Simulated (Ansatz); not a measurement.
**doublet CH2FNOSi+ at 6 levels**

We compute a comparison of 6 runs (UHF/3-21G, UHF/cc-pVDZ, U-r2SCAN/cc-pVDZ, UB2PLYP/cc-pVDZ, UCAM-B3LYP/cc-pVDZ, RPA@PBE0/cc-pVDZ) of doublet CH2FNOSi+. 

The calculation is run with Ansatz 0.2.0.

153 further runs of the same task are left out: 153 set aside as unsound or not needed.

### Step 1. The molecule

CH2FNOSi+: 7 atoms, total charge +1, spin state doublet. SMILES of the parent species: `O=C=N[SiH2]F`. The coordinates come from a PBE0-D4/def2-TZVP relaxation. This is one conformer, not always the lowest. That shape belongs to the parent species and isn't relaxed for this state.

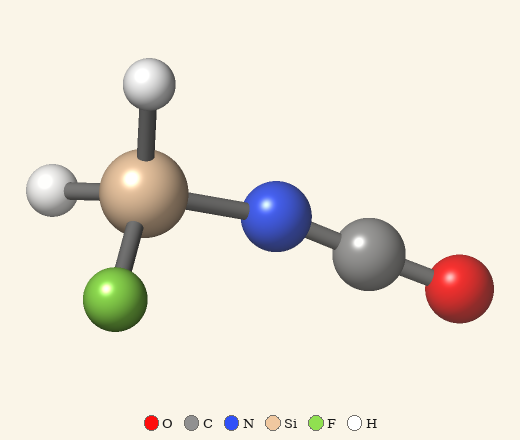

Viewed from a chosen angle; oxygen red, carbon grey, nitrogen blue, silicon light orange, fluorine green, hydrogen white.

### Step 2. The energy at UHF/3-21G (run 1)

Input file run.yaml:

```yaml
crystal:
  periodic: [false, false, false]
  atoms:
    - symbol: O
      position_ang: [-0.573800, -2.908000, -0.552000]
    - symbol: C
      position_ang: [-0.306900, -1.816900, -0.256100]
    - symbol: N
      position_ang: [-0.019000, -0.706200, 0.076100]
    - symbol: Si
      position_ang: [0.212100, 0.968300, 0.188900]
    - symbol: F
      position_ang: [-0.420200, 1.671000, -1.091000]
    - symbol: H
      position_ang: [-0.490300, 1.470300, 1.384800]
    - symbol: H
      position_ang: [1.659300, 1.253600, 0.203700]
basis:
  gaussian: {orbitals: 3-21G.json}
total_charge: 1
magnetization: {spin_polarized: true, initial_magnetization: 1}
hamiltonian: {xc: hf}
accuracy: high
output: {orbitals: {seedname: orbitals}}
```

The basis set 3-21G is read from a file made from the Basis Set Exchange's data (not shown).

The run is started by

```console
$ ansatz run run.yaml --threads 1 --pin off --max-ram 3480MiB --events-out events.jsonl --progress --plain --runs-dir runs
```

What it wrote:

```text
Warning: RAYON_NUM_THREADS=1 ignored (pool sized by the plan → 1); use --threads N
Functional definition: HF
  name "HF"
  exchange = exact_x
  correlation = 0
1161 factors; integrals over basis functions are off by at most 1.4e-8 eV
mean field evaluation 1: about -15052.2512 eV, gradient 3.9e1 eV
mean field evaluation 2: about -15052.2636 eV, gradient 3.9e1 eV
mean field evaluation 4: about -15058.5084 eV, gradient 5.2e0 eV
mean field evaluation 8: about -15059.6380 eV, gradient 1.2e0 eV
mean field evaluation 16: about -15059.7042 eV, gradient 1.9e-8 eV
mean field evaluation 32: about -15058.7296 eV, gradient 6.4e0 eV
mean field evaluation 64: about -15059.5514 eV, gradient 1.7e-1 eV
mean field evaluation 96: about -15059.6177 eV, gradient 1.2e0 eV
mean field -15059.70421671 eV, -553.4339221301 hartree, gradient 1.8e-8 eV, S^2 0.918021; 1 other end points of the search recorded, 0 dependent functions left out
reference -15059.70421671 eV, -553.4339221301 hartree; 23, 22 occupied and 30, 31 virtual orbitals, 1161 factors
Total energy: -15059.70421671 eV, -553.4339221301 hartree
```

Run time: 2.3 s. Hardware: 1 thread of Arm Neoverse V1, shared host; peak memory 0.15 GiB.

### Step 3. A single-point energy at UHF/cc-pVDZ (run 2)

Input file in.yaml:

```yaml
basis:
  gaussian:
    orbitals: cc-pVDZ
crystal:
  periodic: [false, false, false]
  atoms:
    - {symbol: O, position_ang: [-0.573800, -2.908000, -0.552000]}
    - {symbol: C, position_ang: [-0.306900, -1.816900, -0.256100]}
    - {symbol: N, position_ang: [-0.019000, -0.706200, 0.076100]}
    - {symbol: Si, position_ang: [0.212100, 0.968300, 0.188900]}
    - {symbol: F, position_ang: [-0.420200, 1.671000, -1.091000]}
    - {symbol: H, position_ang: [-0.490300, 1.470300, 1.384800]}
    - {symbol: H, position_ang: [1.659300, 1.253600, 0.203700]}
total_charge: 1
magnetization:
  spin_polarized: true
  initial_magnetization: 1
hamiltonian:
  xc: hf
accuracy: high
output: {orbitals: {seedname: orbitals}}
```

The run is started by

```console
$ ansatz run in.yaml --threads 1 --pin off --max-ram 3480MiB --events-out events.jsonl --progress --plain --runs-dir runs
```

What it wrote:

```text
Warning: RAYON_NUM_THREADS=1 ignored (pool sized by the plan → 1); use --threads N
[... 4 set-up lines as earlier in the session ...]
1808 factors; integrals over basis functions are off by at most 3.6e-9 eV
mean field evaluation 1: about -15133.5898 eV, gradient 4.1e1 eV
mean field evaluation 2: about -15133.6054 eV, gradient 4.1e1 eV
mean field evaluation 4: about -15140.6668 eV, gradient 4.6e0 eV
mean field evaluation 8: about -15141.6220 eV, gradient 1.8e0 eV
mean field evaluation 16: about -15141.8645 eV, gradient 7.5e-5 eV
mean field evaluation 32: about -15141.8027 eV, gradient 1.9e-1 eV
mean field evaluation 64: about -15141.7095 eV, gradient 2.2e-1 eV
mean field evaluation 96: about -15141.7687 eV, gradient 1.2e0 eV
mean field evaluation 128: about -15141.8645 eV, gradient 1.9e-6 eV
mean field -15141.86446348 eV, -556.4532555086 hartree, gradient 2.8e-8 eV, S^2 0.910915; 2 other end points of the search recorded, 0 dependent functions left out
reference -15141.86446348 eV, -556.4532555086 hartree; 23, 22 occupied and 61, 62 virtual orbitals, 1808 factors
Total energy: -15141.86446348 eV, -556.4532555086 hartree
```

It took 10 s on 1 thread of Arm Neoverse V1, shared host; peak memory 0.28 GiB.

Runs 3 to 4 aren't shown in full; the table further down has their settings and results.

### Step 4. The energy at UCAM-B3LYP/cc-pVDZ (run 5)

Input file molecule.yaml:

```yaml
crystal:
  periodic: [false, false, false]
  atoms:
    - {symbol: O, position_ang: [-0.573800, -2.908000, -0.552000]}
    - {symbol: C, position_ang: [-0.306900, -1.816900, -0.256100]}
    - {symbol: N, position_ang: [-0.019000, -0.706200, 0.076100]}
    - {symbol: Si, position_ang: [0.212100, 0.968300, 0.188900]}
    - {symbol: F, position_ang: [-0.420200, 1.671000, -1.091000]}
    - {symbol: H, position_ang: [-0.490300, 1.470300, 1.384800]}
    - {symbol: H, position_ang: [1.659300, 1.253600, 0.203700]}
basis:
  gaussian:
    orbitals: cc-pVDZ
accuracy: high
total_charge: 1
hamiltonian:
  xc: {name: CAM-B3LYP}
output: {orbitals: {seedname: orbitals}}
magnetization:
  spin_polarized: true
  initial_magnetization: 1
```

The run is started by

```console
$ ansatz run molecule.yaml --threads 1 --pin off --max-ram 3480MiB --events-out events.jsonl --progress --plain --runs-dir runs
```

What it wrote (excerpt; [...] marks lines left out):

```text
Warning: RAYON_NUM_THREADS=1 ignored (pool sized by the plan → 1); use --threads N
Functional definition: CAM-B3LYP
  name "CAM-B3LYP"
[...]
1808 factors; integrals over basis functions are off by at most 3.6e-9 eV
373 factors; integrals over basis functions are off by at most 2.3e-9 eV
[...]
mean field -15189.97460880 eV, -558.2212707389 hartree, gradient 9.6e-8 eV, S^2 0.771204; 2 other end points of the search recorded, 0 dependent functions left out
reference -15189.97462662 eV, -558.2212713936 hartree; 23, 22 occupied and 61, 62 virtual orbitals, 1808 factors
Total energy: -15189.97462662 eV, -558.2212713936 hartree
```

Run time: 26 s. Hardware: 1 thread of Arm Neoverse V1, shared host; peak memory 0.42 GiB.

### Step 5. The energy at RPA@PBE0/cc-pVDZ (run 6)

Edit in.yaml of step 3 so:

```diff
@@ -1,4 +1 @@
-basis:
-  gaussian:
-    orbitals: cc-pVDZ
 crystal:
@@ -13,2 +10,8 @@
     - {symbol: H, position_ang: [1.659300, 1.253600, 0.203700]}
+basis:
+  gaussian:
+    orbitals: cc-pVDZ
+correlation:
+  method: rpa
+  frozen_orbitals: {C: 1, F: 1, H: 0, "N": 1, O: 1, Si: 5}
 total_charge: 1
@@ -17,5 +20,4 @@
   initial_magnetization: 1
+accuracy: high
 hamiltonian:
-  xc: hf
-accuracy: high
-output: {orbitals: {seedname: orbitals}}
+  xc: pbe0
```

The run is started by

```console
$ ansatz run in.yaml --threads 1 --pin off --max-ram 3480MiB --events-out events.jsonl --progress --plain --runs-dir runs
```

What it wrote (excerpt; [...] marks lines left out):

```text
Warning: RAYON_NUM_THREADS=1 ignored (pool sized by the plan → 1); use --threads N
Functional definition: PBE0
  name "PBE0"
[...]
1808 factors; integrals over basis functions are off by at most 3.6e-9 eV
[...]
mean field -15181.53870227 eV, -557.9112568921 hartree, gradient 6.9e-8 eV, S^2 0.766463; 4 other end points of the search recorded, 0 dependent functions left out
9 core orbitals not correlated: weight in the atoms' cores, before any rotation towards them, 1.000 or more for the frozen orbitals, at most 0.000 for the correlated occupied ones
reference -15140.34525632 eV, -556.3974256751 hartree; 14, 13 occupied and 61, 62 virtual orbitals, 1808 factors
Total energy: -15167.90586362 eV, -557.4102593122 hartree
```

Run time: 31 s. Hardware: 1 thread of Arm Neoverse V1, shared host; peak memory 0.51 GiB.

### Step 6. The series

| run | level | frozen core orbitals | energy (Eh) | HOMO energy (eV) | LUMO energy (eV) | ⟨S²⟩ | wall time |
| --- | --- | --- | --- | --- | --- | --- | --- |
| 1 | UHF/3-21G | – | -553.433922 | -18.68 | -8.44 | 0.918 | 2.3 s |
| 2 | UHF/cc-pVDZ | – | -556.453256 | -18.75 | -8.44 | 0.911 | 10 s |
| 3 | U-r2SCAN/cc-pVDZ | – | -558.171663 | -14.92 | -13.85 | 0.763 | 28 s |
| 4 | UB2PLYP/cc-pVDZ | 9 | -557.965170 | -16.83 | -11.89 | 0.800 | 35 s |
| 5 | UCAM-B3LYP/cc-pVDZ | – | -558.221271 | -17.11 | -12.30 | 0.771 | 26 s |
| 6 | RPA@PBE0/cc-pVDZ | 9 | -557.410259 | – | – | 0.766 | 31 s |

### Step 7. What came out

```
                                quantity          value
                     run 6: total energy  -557.41026 Eh
 run 6: RPA correlation energy (valence)    -1012.8 mEh
run 6: ⟨S²⟩ of the reference determinant          0.766
```

In words: Totals of different functionals can't be ranked against each other. Spin contamination of the reference: run 1 ⟨S²⟩ = 0.92, run 2 ⟨S²⟩ = 0.91. All runs together took 2.2 min, the longest 35 s.
